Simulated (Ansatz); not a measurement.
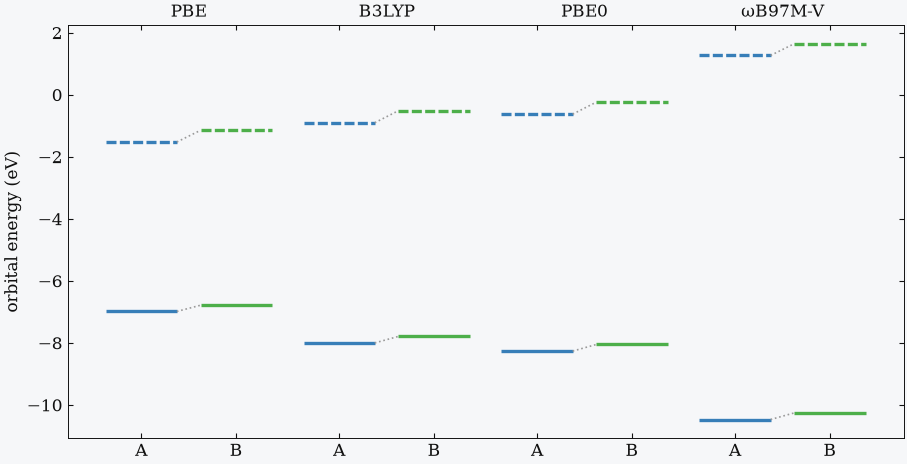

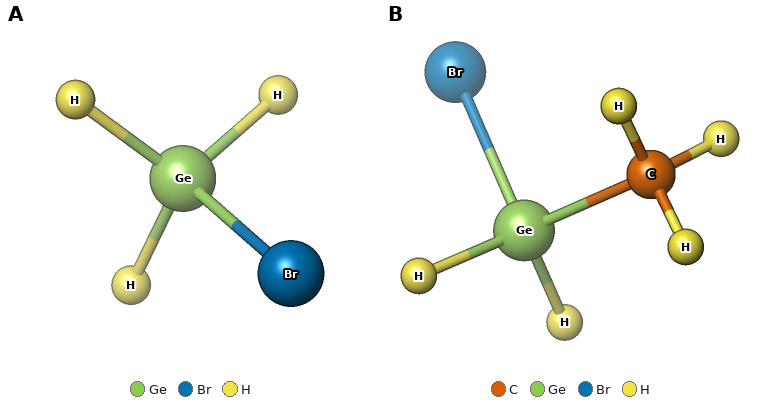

One change: A, GeH₃Br (SMILES [GeH3][Br]), becomes B, CH₅BrGe (SMILES [CH3][GeH2][Br]). H on Ge is replaced by CH₃. HOMO (solid) and LUMO (dashed) computed in def2-TZVPP at PBE0-D4/def2-TZVP geometries, both minima by their frequencies, gas phase, the Ansatz code. Empty levels above zero depend strongly on the basis.

**What does the change do to HOMO and LUMO?**

PBE: the HOMO rises by 0.20 eV, the LUMO rises by 0.38 eV, and the separation goes from 5.46 to 5.64 eV. B3LYP: the HOMO rises by 0.21 eV, the LUMO rises by 0.39 eV, and the separation goes from 7.10 to 7.28 eV. PBE0: the HOMO rises by 0.21 eV, the LUMO rises by 0.39 eV, and the separation goes from 7.64 to 7.81 eV. ωB97M-V: the HOMO rises by 0.21 eV, the LUMO rises by 0.38 eV, and the separation goes from 11.74 to 11.90 eV.

**Do the functionals agree on the effect?**

They agree on the direction for both levels; the HOMO shift lies between 0.20 and 0.21 eV and the LUMO shift between 0.38 and 0.39 eV, while the separations themselves differ by up to 6.3 eV between functionals.
